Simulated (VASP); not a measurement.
Band structure of Ag (fcc). These are PBEsol GGA, VASP's PBE PAW potentials (set 64) (plane waves; VASP 6.6.1) values and carry that method's errors.

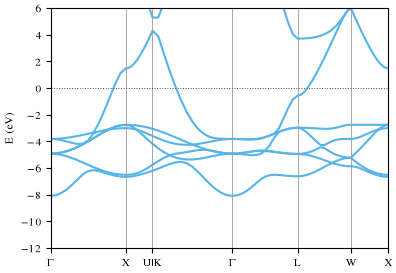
Figure: Bands along high-symmetry lines, zero at the valence-band maximum or, without a gap, the Fermi level

Q: Read the plot: is there a gap, and where are the band edges?

A: It has no gap at this level: it comes out as a metal or semimetal. (Edges off the drawn lines would not show.)

The compound is Ag in the fcc structure. It was relaxed first.
